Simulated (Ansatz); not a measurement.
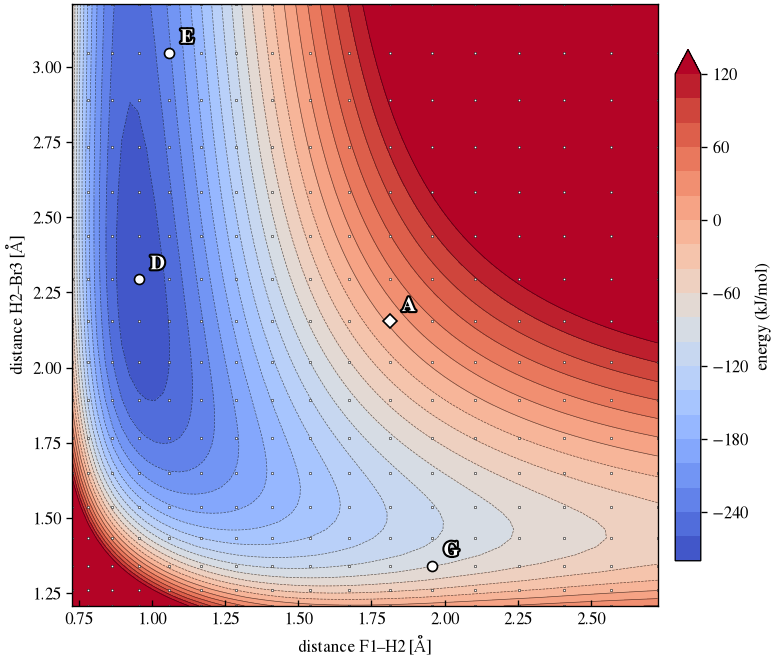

The system F⁻ + HBr. First axis: distance F1–H2. Second axis: distance H2–Br3. Nothing is relaxed (the angle F1–H2–Br3 is fixed at 140 degrees). The grid has 17 × 17 points. Energies are in kJ/mol, from F with charge -1 far from the relaxed HBr (each part in its own basis). The reference is spin-restricted, so regions where a bond is pulled apart into radicals lie too high. Computed with RKS PBE0-D4/def2-SVPD (Ansatz).

In the figure: filled contours, dots at the grid points, one colour for all values above the top of the scale, lettered points. Between grid points the surface is interpolated.

**Is E the lowest point of the computed grid?**

No. E lies 51 kJ/mol above the lowest grid point, which is at distance F1–H2 = 0.955 Å, distance H2–Br3 = 2.294 Å.

**What kind of point is each of A, D, E, G: minimum, saddle, maximum or slope?**

A: on a slope; D: minimum; E: on a slope; G: on a slope. (In these two coordinates alone; a stationary point may lie a little off the grid point.)

**Rank the lettered points by energy, lowest first.**

D (−275 kJ/mol), E (−223 kJ/mol), G (−81 kJ/mol), A (4.5 kJ/mol).
